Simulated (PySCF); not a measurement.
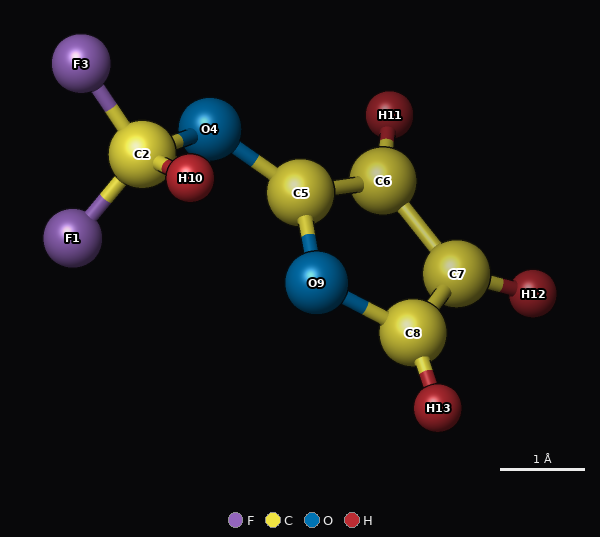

**Figure 1.** The input geometry (ball-and-stick view, seen at a tilt; atoms are numbered from 1 in the order of the input). Bond lengths as drawn: C–C 1.36 to 1.43 Å, C–F 1.33 to 1.34 Å, C–H 1.09 to 1.10 Å and C–O 1.34 to 1.37 Å.

Excited-state calculation of C₅H₄F₂O₂

System: C₅H₄F₂O₂, SMILES FC(F)Oc1ccco1.
Method: TDDFT CAM-B3LYP/def2-SVPD, vertical, IEF-PCM acetone (non-equilibrium linear response), core orbitals frozen in the response (PySCF 2.14.0).

The geometry comes from this level: PBE0-D3(BJ)/def2-SVP. It belongs to a series of runs on one base structure; here: solvent acetone.

**Log**
```
coarse grid: 12256 points
cycle   1  E = -542.2099803120  dE =  2.077e+00  |g| = 9.484e-01  |ddm| = 7.489e+00
cycle   2  E = -542.1871306551  dE =  2.285e-02  |g| = 1.084e+00  |ddm| = 2.369e+00
cycle   3  E = -542.3819375696  dE = -1.948e-01  |g| = 6.503e-02  |ddm| = 1.394e+00
cycle   4  E = -542.3825107617  dE = -5.732e-04  |g| = 3.562e-02  |ddm| = 1.440e-01
cycle   5  E = -542.3827277553  dE = -2.170e-04  |g| = 1.047e-02  |ddm| = 5.059e-02
cycle   6  E = -542.3827477508  dE = -2.000e-05  |g| = 3.363e-03  |ddm| = 1.923e-02
cycle   7  E = -542.3827499974  dE = -2.247e-06  |g| = 6.982e-04  |ddm| = 5.358e-03
final grid: 123152 points
cycle   8  E = -542.4804845281  dE = -3.905e-05  |g| = 4.116e-03  |ddm| = 9.484e-02
cycle   9  E = -542.4804842799  dE =  2.482e-07  |g| = 4.527e-03  |ddm| = 1.182e-02
cycle  10  E = -542.4804877320  dE = -3.452e-06  |g| = 3.086e-04  |ddm| = 4.769e-03
cycle  11  E = -542.4804877482  dE = -1.626e-08  |g| = 1.599e-04  |ddm| = 7.704e-04
cycle  12  E = -542.4804877536  dE = -5.370e-09  |g| = 4.025e-05  |ddm| = 3.208e-04
cycle  13  E = -542.4804877539  dE = -2.764e-10  |g| = 8.798e-06  |ddm| = 5.675e-05
```

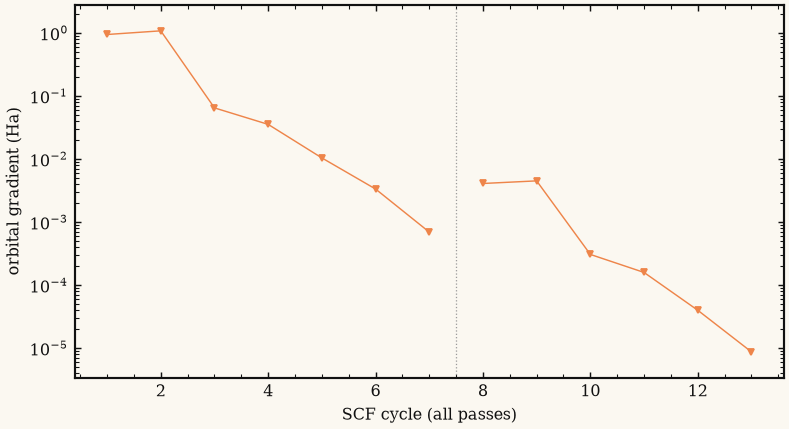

**Figure 2.** Convergence of the self-consistent field: orbital gradient against the SCF cycle. The dotted line marks the change from a coarse to the final integration grid. The first 7 cycles use a coarse grid, the final grid takes over at cycle 8, and the field converges after 13 cycles in all.

```
converged SCF energy = -542.4804877539

Static polarisability (au): isotropic 84.409, principal 60.600 89.571 103.056

Singlet excitations
state   eV       nm        f      main configurations
  1   5.9849    207.2   0.21345   H->L 0.78, H->L+1 0.18
  2   6.2166    199.4   0.01209   H->L+1 0.71, H->L 0.13
  3   7.0027    177.1   0.03103   H->L+2 0.63, H->L+5 0.13
  4   7.0188    176.6   0.04500   H->L+4 0.26, H->L+6 0.17, H->L+7 0.17
  5   7.2752    170.4   0.00427   H->L+3 0.74, H->L+2 0.09
  6   7.6168    162.8   0.03122   H->L+4 0.54, H->L+6 0.16
```

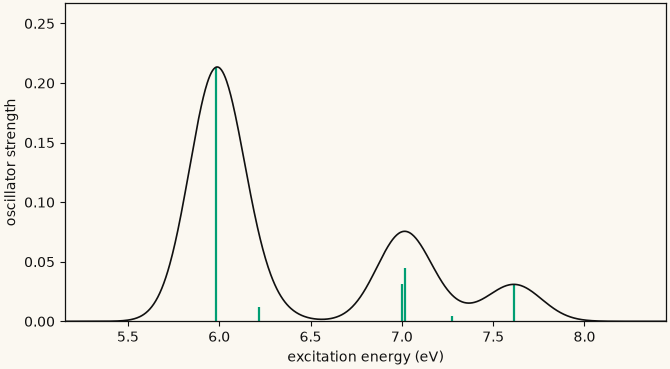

**Figure 3.** Computed excitations as sticks (degenerate states added up, dark ones marked on the axis), with a Gaussian envelope of 0.35 eV full width at half maximum, scaled to the tallest. Of the 6 states the lowest lies at 5.98 eV (f = 0.213); the strongest line is at 5.98 eV, or 207 nm (f = 0.213).

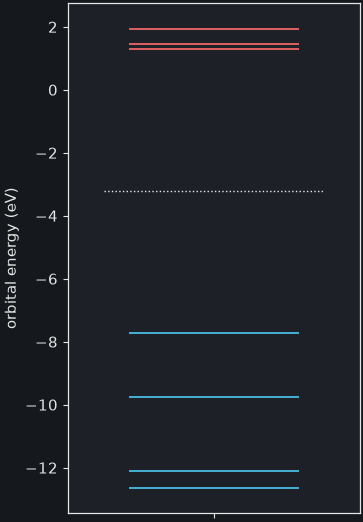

**Figure 4.** Orbital energies near the frontier; the dotted line parts filled from empty levels, and levels within 0.02 eV of each other stand side by side. Highest filled −7.73 eV, lowest empty 1.30 eV, 9.03 eV apart.

This output came from the following input.

**Input**
```
{"job": {"kind": "uv", "xc": "CAM-B3LYP", "basis": "def2-SVPD", "solvent": "acetone", "nstates": 6, "ntriplets": 0}, "charge": 0, "multiplicity": 1}
F      2.824548     0.031062    -0.231445
C      2.071348     0.823821     0.540058
F      2.822208     1.267068     1.541935
O      1.053695     0.097593     1.109849
C     -0.045283    -0.160973     0.385238
C     -1.202240    -0.779890     0.744856
C     -2.003754    -0.769892    -0.444908
C     -1.271674    -0.151706    -1.408110
O     -0.062011     0.223599    -0.896867
H      1.699235     1.665102    -0.067243
H     -1.442442    -1.183033     1.724031
H     -3.005866    -1.177192    -0.560857
H     -1.440644     0.090590    -2.452437
```

The first line tells a small driver script what to run in PySCF; the rest is the geometry in Å.

Run as:
```bash
OMP_NUM_THREADS=1 python <driver script> task.json out
```

**Results in brief**

```csv
quantity,value
outcome,converged
total energy,−542.480488 hartree
HOMO,−7.73 eV
LUMO,1.30 eV
dipole moment,3.12 D
mean polarisability,84.41 a.u.
lowest excitation,5.98 eV
hardware,"1 CPU thread, shared host"
wall time,22 s
peak memory,1.1 GiB
```
